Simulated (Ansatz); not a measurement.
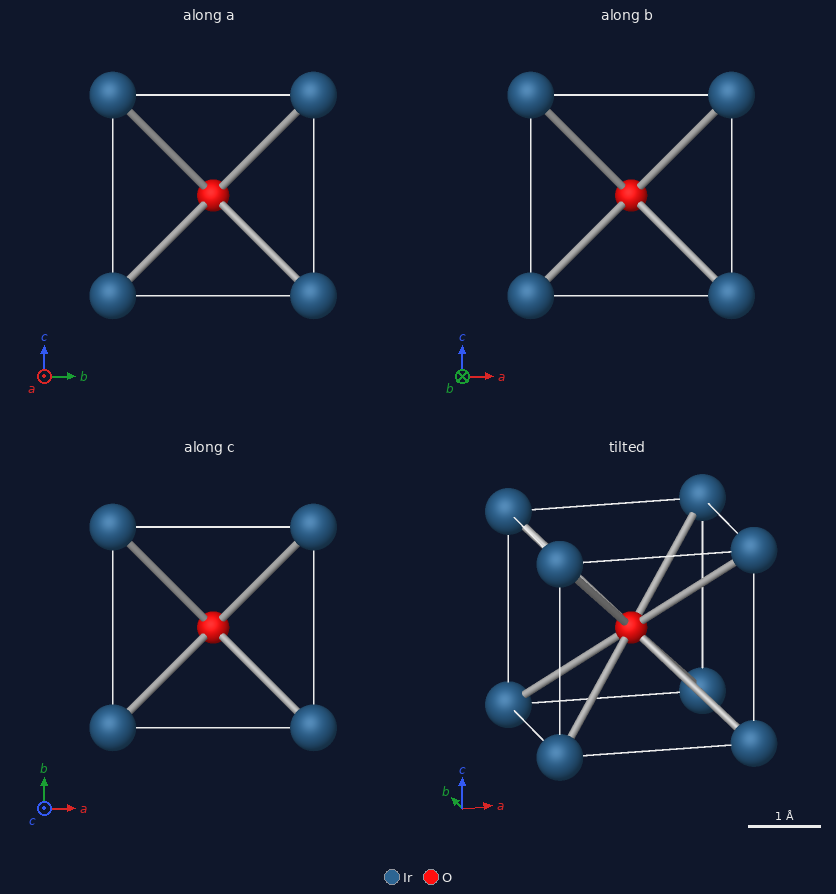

We look at a ball-and-stick model of the crystal along the a axis, along the b axis, along the c axis and slightly off an axis. Atoms at the boundary of the conventional unit cell (the box) are drawn once for each face, edge or corner they touch.

Lattice parameters: a = 2.8102 Å, b = 2.8102 Å, c = 2.8102 Å, α = 90.000°, β = 90.000°, γ = 90.000°.

**Give the structure in the form of a CIF in P1 with every atom of the cell.**

```cif
data_structure
_symmetry_space_group_name_H-M 'P 1'
_symmetry_Int_Tables_number 1
_cell_length_a 2.8102
_cell_length_b 2.8102
_cell_length_c 2.8102
_cell_angle_alpha 90.000
_cell_angle_beta 90.000
_cell_angle_gamma 90.000
_cell_volume 22.19
loop_
_atom_site_label
_atom_site_type_symbol
_atom_site_fract_x
_atom_site_fract_y
_atom_site_fract_z
_atom_site_occupancy
Ir1 Ir 0.0000 0.0000 0.0000 1
O1 O 0.5000 0.5000 0.5000 1
```

It goes back to a structure type filled with these elements by a generator (whether the compound takes this form wasn't checked). Earlier steps of the study may have refined or changed the cell and positions. An electronic-structure calculation with Ansatz was run on it.
